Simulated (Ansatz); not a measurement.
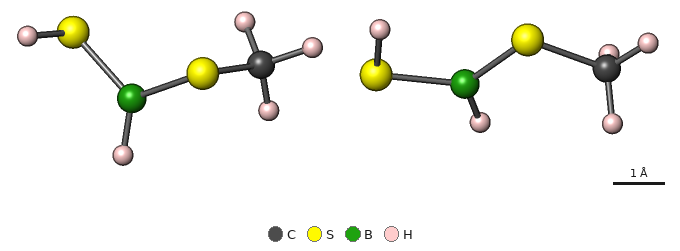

Two geometries of CH$_{5}$BS$_{2}$, drawn at one scale. One is the start of a relaxation, the other its converged end. Style: ball-and-stick. Shown face on.

Computed with Ansatz 0.2.0, RKS PBE-D4/def2-SVP. (no spin polarisation; force threshold 0.015 eV/Å; at most 40 steps)

Question: Which one is relaxed?

Answer: The right one is the relaxed one. The run prepares an end point of a later path (torsion) calculation, from a guessed geometry. Over 22 accepted moves (26 points after the start) the energy falls by 177.5 kJ/mol. Largest force component: 2.5 eV/Å at the start, 0.015 eV/Å at the end. The line search rejected the trial steps at points 11, 16, 18, 19 of the run. The forces were under the threshold at step 15, but the run went on from there. An S atom moves most after the best rigid fit: 1.27 Å. By element the largest moves are S 1.27 Å, H 1.25 Å, B 0.44 Å, C 0.14 Å. Some distances before and after: B–S 1.891 → 1.790 Å, C–S 1.763 → 1.835 Å, C–H 1.169 → 1.106 Å, B–H 1.160 → 1.214 Å. Among the angles between lasting bonds that change: C–S–B 93.2° → 103.2°, S–B–H 122.8° → 116.0°, H–C–H 103.7° → 109.2°. Groups turn about B–S by about 95°, B–S by about 90°.
